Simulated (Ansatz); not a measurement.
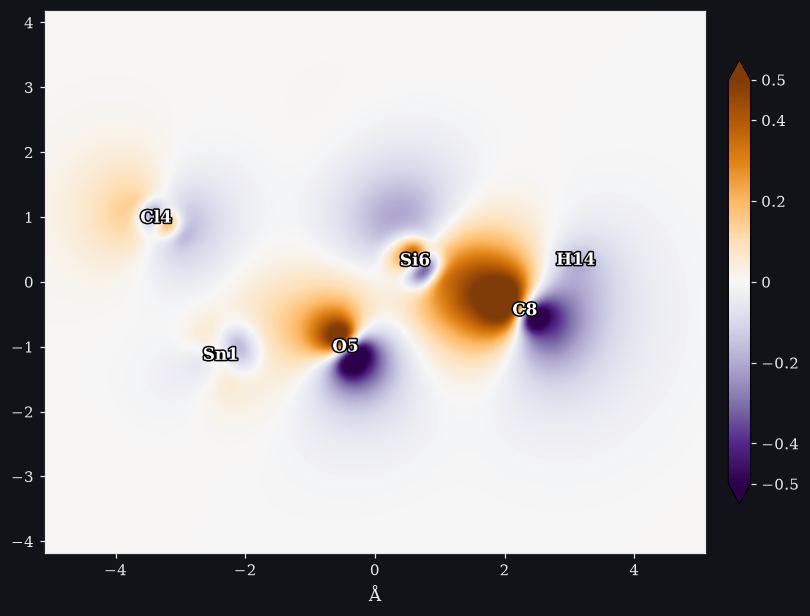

*C₃H₉Cl₃OSiSn. The HOMO−1 on the plane of atoms O5, Si6 and C8 (values in Å⁻³ᐟ²; the overall sign is arbitrary).*

Geometry: r2SCAN-D4/def2-SVP; core potentials replace the inner electrons of Sn.

Computed with Ansatz, RKS PBE0-D4/def2-TZVP.

```tsv
atom	x (Å)	y (Å)	z (Å)
Sn	2.1929	0.9574	1.4221
Cl	2.1504	0.6478	3.7294
Cl	4.3906	0.8202	0.6708
Cl	1.3478	3.0845	0.9269
O	1.1400	-0.4265	0.5625
Si	-0.3435	-0.3862	-0.2691
C	-1.6260	0.4330	0.8230
C	-0.7486	-2.1803	-0.5917
C	-0.1114	0.5726	-1.8599
H	-2.6196	0.4279	0.3441
H	-1.3653	1.4851	1.0263
H	-1.7190	-0.0884	1.7899
H	-0.8469	-2.7387	0.3528
H	-1.6964	-2.2793	-1.1466
H	0.0449	-2.6605	-1.1860
H	0.1658	1.6200	-1.6557
H	0.6821	0.1255	-2.4807
H	-1.0378	0.5858	-2.4582
```

Describe this orbital and give its energy.

It lies mainly on C8 (about 30 %), Si6 (about 20 %), C7 (about 15 %) and O5 (about 15 %). Its energy is −8.56 eV.
